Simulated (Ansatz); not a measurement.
SiO2, response to strain

Take SiO2 in the rutile structure (space group P4_2/mnm, No. 136; a = 4.1945 Å, c = 2.6785 Å) as the base. Axes: x, y, z lie along a, b, c of the conventional cell.

Strains are applied to the cell and any free atomic positions relax; under biaxial strain the out-of-plane vector relaxes too.

The values are results of Ansatz (a first-principles code), PBEsol, PAW, cutoff 420 eV, without spin-orbit coupling, not measurements.

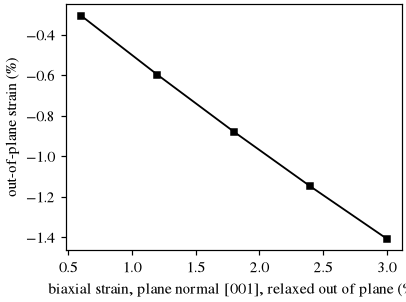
Out-of-plane strain against biaxial strain, plane normal [001], relaxed out of plane

| biaxial strain, plane normal [001], relaxed out of plane (%) | out-of-plane strain |
|---|---|
| 0.6 | -0.31 % |
| 1.2 | -0.60 % |
| 1.8 | -0.88 % |
| 2.4 | -1.15 % |
| 3 | -1.41 % |

Whether these cells are dynamically stable was not tested.
